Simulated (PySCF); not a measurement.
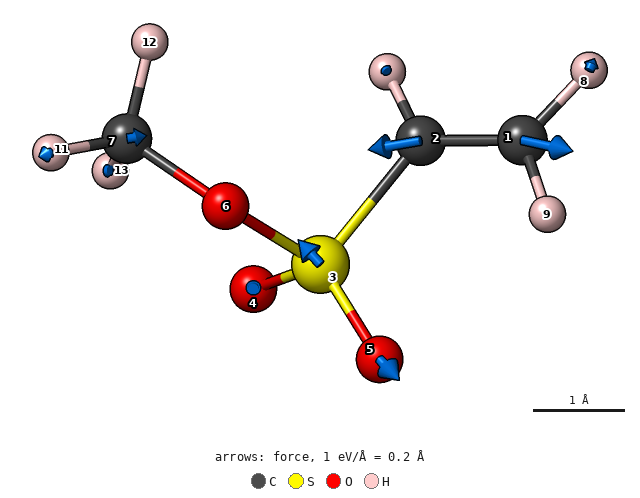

Starting geometry of C3H6O3S with the computed forces as blue arrows. Style: ball-and-stick. Shown face on.

The start comes from GFN2-xTB. Its atoms were then displaced at random by about 0.01 Å.

Computed with PBE0-D3(BJ)/def2-SVP geometry optimisation, gas phase (PySCF). 

Question: Is this structure relaxed? If not, where do the atoms go?

Answer: It isn't relaxed: the largest force vector, on a C atom, is 3.51 eV/Å. The final displacements have little in common with the starting forces (cosine between the two patterns 0.08). The energy falls by 20.8 kJ/mol in 9 geometry steps. The atom that moves furthest after the best rigid fit is an H atom (0.41 Å). Largest moves by element: H 0.41 Å, O 0.19 Å, C 0.13 Å, S 0.07 Å. Among the contacts that change: C–C 1.279 → 1.329 Å, O–S 1.416 → 1.444 Å, C–H 1.073 → 1.097 Å, C–S 1.783 → 1.763 Å. Among the angles between lasting bonds that change: H–C–H 114.3° → 118.7°, C–C–H 125.3° → 121.2°, O–C–H 107.4° → 111.0°. Cost: 68 s on 1 thread of Arm Neoverse V1, with other jobs on the host.
